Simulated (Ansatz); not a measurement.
Ir4Pt3

Input

```
crystal:
  lattice:
    - [-3.0746183637, 3.0746183637, 3.0746183637]
    - [3.0746183637, -3.0746183637, 3.0746183637]
    - [3.0746183637, 3.0746183637, -3.0746183637]
  atoms:
    - { symbol: Ir, position: [0.5, 0.5, 0.5] }
    - { symbol: Ir, position: [0.0, 0.0, 0.5] }
    - { symbol: Ir, position: [0.0, 0.5, 0.0] }
    - { symbol: Ir, position: [0.5, 0.0, 0.0] }
    - { symbol: Pt, position: [0.0, 0.5, 0.5] }
    - { symbol: Pt, position: [0.5, 0.0, 0.5] }
    - { symbol: Pt, position: [0.5, 0.5, 0.0] }
basis:
  ecutwfc: 420
kpoints:
  mp_grid: { grid: [8, 8, 8] }
  band_path:
    path:
      - [[0.0, 0.0, 0.0], [0.5, -0.5, 0.5], [0.0, 0.0, 0.5], [0.0, 0.0, 0.0], [0.25, 0.25, 0.25], [0.5, -0.5, 0.5]]
      - [[0.25, 0.25, 0.25], [0.0, 0.0, 0.5]]
    npoints: 14
hamiltonian:
  xc: pbe
scf:
  occupations: { method: gaussian, width: 0.1 }
  n_extra_bands: 17
output:
  forces: true
  stress: true
  eigenvalues: true
  populations: true
  dos: { projected: true, de: 0.02, nscf_kmesh: { grid: [10, 10, 10] } }
  bader: true
  write_density: true
  write_potential: true
  elf: true
  volumetric_format: npy
```

Command:

```sh
ansatz run input.yaml --threads 1 --pin off --max-ram 2560MiB --backend cpu --events-out ev --progress --plain --runs-dir out
```

Below, planes, directions and counts refer to the conventional cell (a = 6.15 Å, b = 6.15 Å, c = 6.15 Å, α = 90.00°, β = 90.00°, γ = 90.00°).

Space group Im-3m; a generated structure, not necessarily the stable one; computed without spin polarisation.

Level of theory: Ansatz 0.2.0, DFT PBE, scalar-relativistic, plane waves, PAW.

> What can the converged valence pseudo-density and electron localisation function tell about the bonding?

Ir–Pt (2.66 Å): the density is about 0.46 e/Å³ at the midpoint; the ELF is about 0.35 at the midpoint: no shared electron pair shows on this line.
Bader's partition of the density gives Ir +0.13 and Pt −0.17 e.

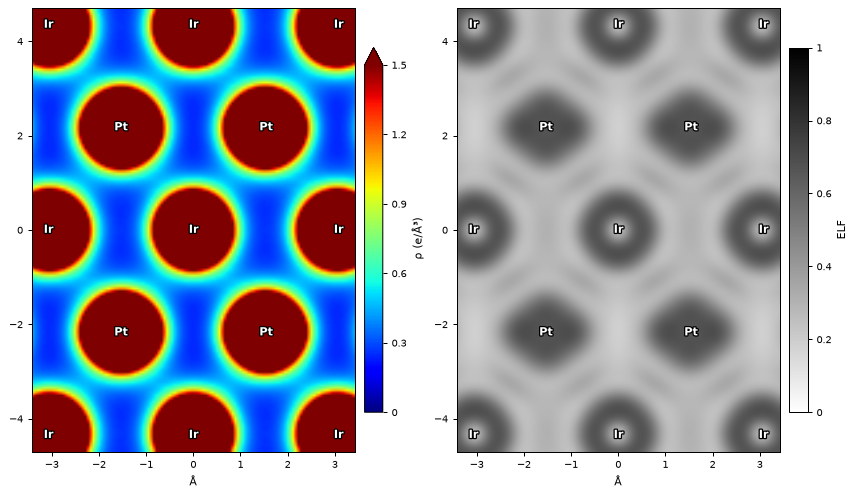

Computed valence pseudo-density and electron localisation function on the (011̄) plane of the conventional cell, in this order. 

Core electrons are frozen (PAW), and the valence fields are smoothed inside the atomic spheres.
